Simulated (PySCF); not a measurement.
C₅H₁₃AlO₃, SMILES CC[O][Al]([O]C)[O]CC, GFN2-xTB optimised geometry. Atoms within 1.6 Å of the plane z = 0.0 Å (x, y, z in Å): Al1 (-0.29, -0.82, 0.00), O2 (-1.13, -2.25, 0.00), C3 (-2.35, -2.94, 0.00), H4 (-3.20, -2.26, 0.00), H5 (-2.41, -3.56, -0.90), H6 (-2.40, -3.58, 0.88), O7 (1.37, -0.82, 0.00), C8 (2.55, -1.58, -0.01), C9 (2.27, -3.07, -0.05), H10 (3.14, -1.28, -0.88), H11 (3.12, -1.33, 0.90), H12 (1.70, -3.31, -0.94), H13 (3.20, -3.63, -0.05), H14 (1.68, -3.35, 0.82), O15 (-1.13, 0.61, 0.00), C16 (-1.09, 2.01, 0.01), C17 (0.33, 2.55, 0.07), H18 (-1.59, 2.37, -0.90), H19 (-1.66, 2.36, 0.88), H20 (0.89, 2.19, -0.79), H21 (0.33, 3.63, 0.07), H22 (0.82, 2.18, 0.97).

Method: B3LYP/def2-SVP (PySCF). Cells within 0.4 Å of a nucleus heavier than hydrogen are left out (blank, or x).

Map of the electrostatic potential (hartree/e), clipped to [-0.08, 0.12] on the plane z = 0.0 Å:

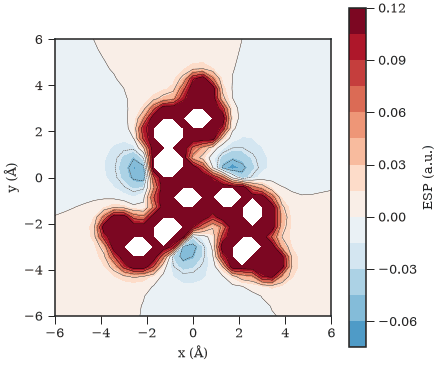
Figure: Electrostatic potential (hartree/e), clipped to [-0.08, 0.12] on the plane z = 0.0 Å.
